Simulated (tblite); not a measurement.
**Saddle-point search, with input and output: C$_{7}$H$_{6}$N$_{2}$S**

The run: saddle-point search of C$_{7}$H$_{6}$N$_{2}$S. Method and program: GFN2-xTB saddle search (eigenvector following) and harmonic vibrations, gas phase (tblite 0.8.0).

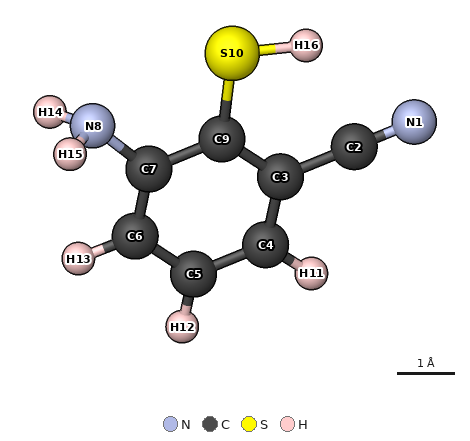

Fig. 1: The input geometry (ball-and-stick view, seen at a tilt; atoms are numbered from 1 in the order of the input). Bond lengths as drawn: C–C 1.38 to 1.41 Å, C–H 1.08 Å, C–N 1.15 to 1.42 Å, C–S 1.75 Å, H–N 1.01 Å and H–S 1.34 Å.

**Input file**
```
{"job": {"xc": "GFN2-xTB", "basis": "xTB", "kind": "saddle"}, "charge": 0, "multiplicity": 1}
N      3.535929     1.303018     0.399387
C      2.529522     0.780264     0.220885
C      1.292580     0.143258    -0.011339
C      1.267441    -1.054644    -0.731202
C      0.066933    -1.675266    -1.003122
C     -1.123082    -1.108445    -0.566634
C     -1.118584     0.071610     0.159929
N     -2.287333     0.732020     0.629100
C      0.094118     0.705614     0.445678
S     -0.022777     2.201617     1.351233
H      2.199437    -1.479465    -1.072833
H      0.050546    -2.599690    -1.558713
H     -2.066040    -1.584834    -0.796783
H     -2.922986     0.936278    -0.134773
H     -2.786063     0.174507     1.314351
H      1.290359     2.454158     1.354837
```

The first line tells a small driver script what to run in tblite; the rest is the geometry in Å.

Hardware: 1 CPU thread, shared host.

Launch command:
```bash
OMP_NUM_THREADS=1 python <driver script> task.json out
```

**What the program printed**
```
step      E/eV     max force
  0    -736.72440   0.0377
  1    -736.72489   0.0673
  2    -736.72499   0.0050
  3    -736.72498   0.0024
lowest wavenumbers (cm-1): -357.2 85.2 130.7 168.7 183.1 232.6
```

**Trajectory as extended XYZ (Å, eV, eV/Å), 4 frames, from step=0 to step=3**
```
16
Properties=species:S:1:pos:R:3:forces:R:3 step=0 energy=-736.72440
N     3.5359    1.3030    0.3994   -0.0170  -0.0120   0.0080
C     2.5295    0.7803    0.2209    0.0240  -0.0030   0.0140
C     1.2926    0.1433   -0.0113    0.0070   0.0020  -0.0060
C     1.2674   -1.0546   -0.7312    0.0050   0.0020   0.0090
C     0.0669   -1.6753   -1.0031    0.0010   0.0000   0.0060
C    -1.1231   -1.1084   -0.5666   -0.0030   0.0030   0.0060
C    -1.1186    0.0716    0.1599   -0.0140   0.0190  -0.0210
N    -2.2873    0.7320    0.6291   -0.0080  -0.0060  -0.0130
C     0.0941    0.7056    0.4457   -0.0030   0.0030  -0.0370
S    -0.0228    2.2016    1.3512    0.0070   0.0060   0.0070
H     2.1994   -1.4795   -1.0728    0.0020   0.0090   0.0020
H     0.0505   -2.5997   -1.5587    0.0010  -0.0060  -0.0170
H    -2.0660   -1.5848   -0.7968    0.0000  -0.0090   0.0140
H    -2.9230    0.9363   -0.1348   -0.0300  -0.0200   0.0110
H    -2.7861    0.1745    1.3144    0.0180   0.0140   0.0100
H     1.2904    2.4542    1.3548    0.0120  -0.0040   0.0070
16
Properties=species:S:1:pos:R:3:forces:R:3 step=1 energy=-736.72489
N     3.5406    1.2811    0.4384   -0.0590  -0.0300  -0.0120
C     2.5309    0.7753    0.2299    0.0460   0.0240   0.0090
C     1.2907    0.1534   -0.0270    0.0090   0.0070   0.0030
C     1.2664   -1.0473   -0.7414   -0.0010  -0.0020  -0.0010
C     0.0665   -1.6734   -1.0048   -0.0010   0.0010   0.0010
C    -1.1229   -1.1115   -0.5600   -0.0060   0.0000   0.0010
C    -1.1208    0.0789    0.1503   -0.0110   0.0040   0.0030
N    -2.2898    0.7237    0.6424   -0.0280  -0.0290  -0.0050
C     0.0912    0.7207    0.4220    0.0000  -0.0020  -0.0010
S    -0.0193    2.2185    1.3263    0.0060   0.0010   0.0000
H     2.1993   -1.4718   -1.0807    0.0000   0.0000   0.0000
H     0.0508   -2.6005   -1.5567    0.0000   0.0000   0.0000
H    -2.0641   -1.6029   -0.7667    0.0100   0.0060   0.0030
H    -2.9222    0.9712   -0.1127    0.0200  -0.0120   0.0360
H    -2.7945    0.1299    1.2940    0.0190   0.0320  -0.0370
H     1.2973    2.4546    1.3466   -0.0040  -0.0010   0.0000
16
Properties=species:S:1:pos:R:3:forces:R:3 step=2 energy=-736.72499
N     3.5397    1.2808    0.4386    0.0010   0.0000   0.0010
C     2.5304    0.7752    0.2302   -0.0010   0.0000  -0.0020
C     1.2905    0.1535   -0.0270    0.0000   0.0000   0.0000
C     1.2664   -1.0472   -0.7417    0.0000   0.0000   0.0000
C     0.0667   -1.6735   -1.0047    0.0000   0.0000   0.0000
C    -1.1227   -1.1118   -0.5595    0.0000   0.0000   0.0000
C    -1.1209    0.0787    0.1505    0.0000   0.0000   0.0000
N    -2.2897    0.7228    0.6426   -0.0030   0.0000  -0.0010
C     0.0910    0.7207    0.4219    0.0000   0.0000   0.0000
S    -0.0190    2.2188    1.3259    0.0000   0.0000   0.0000
H     2.1994   -1.4714   -1.0811    0.0000   0.0000   0.0000
H     0.0510   -2.6005   -1.5568    0.0000   0.0000   0.0000
H    -2.0635   -1.6032   -0.7657    0.0000   0.0000   0.0000
H    -2.9212    0.9730   -0.1111    0.0030   0.0000   0.0040
H    -2.7955    0.1296    1.2919    0.0000   0.0000  -0.0030
H     1.2975    2.4546    1.3461    0.0000   0.0000   0.0000
16
Properties=species:S:1:pos:R:3:forces:R:3 step=3 energy=-736.72498
N     3.5397    1.2805    0.4391   -0.0020  -0.0010   0.0000
C     2.5304    0.7751    0.2303    0.0010   0.0010  -0.0010
C     1.2905    0.1535   -0.0270    0.0000   0.0000   0.0000
C     1.2664   -1.0472   -0.7416    0.0000   0.0000   0.0000
C     0.0667   -1.6734   -1.0049    0.0000   0.0000   0.0000
C    -1.1227   -1.1115   -0.5598    0.0000   0.0000   0.0000
C    -1.1210    0.0788    0.1503    0.0000   0.0000   0.0000
N    -2.2898    0.7229    0.6422    0.0010   0.0010   0.0000
C     0.0910    0.7207    0.4218    0.0000   0.0000   0.0000
S    -0.0190    2.2188    1.3259    0.0000   0.0000   0.0000
H     2.1994   -1.4716   -1.0809    0.0000   0.0000   0.0000
H     0.0510   -2.6004   -1.5569    0.0000   0.0000   0.0000
H    -2.0635   -1.6029   -0.7663    0.0000   0.0000   0.0000
H    -2.9221    0.9713   -0.1112    0.0000   0.0010   0.0000
H    -2.7945    0.1307    1.2931   -0.0010  -0.0020   0.0010
H     1.2975    2.4547    1.3459    0.0000   0.0000   0.0000
```

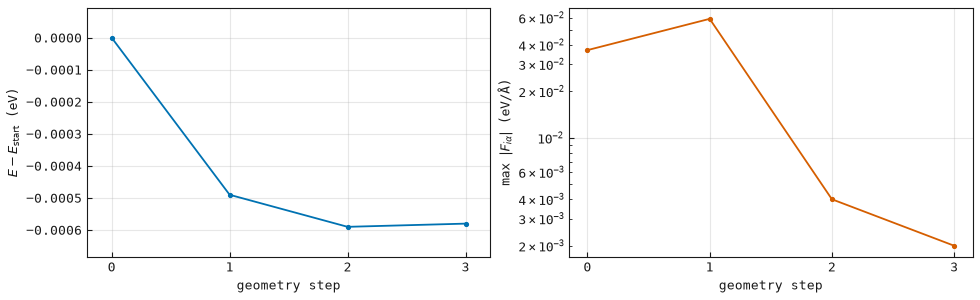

Fig. 2: Progress of the saddle-point search, step by step (steps are counted from 0).

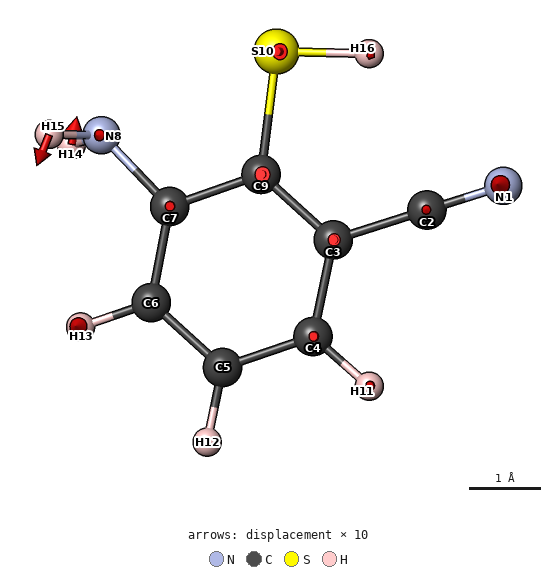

Fig. 3: The starting structure with the displacements as red arrows, magnified 10 times (ball-and-stick view, seen at a tilt). The two geometries are laid on each other by the best rigid fit. The atom that moves furthest after the best rigid fit is H15 (0.049 Å). Largest moves by element: H 0.049 Å, N 0.046 Å, S 0.031 Å, C 0.028 Å. Over 3 geometry steps the energy falls by 0.001 eV. Largest force component: 0.037 eV/Å at the start, 0.002 eV/Å at the end. (Atoms are counted from 1 in the order of the input.)

**Key numbers**

- outcome: converged
- total energy: −736.7250 eV
- point group: Cs
- wall time: 2.1 s
- peak memory: 0.19 GiB
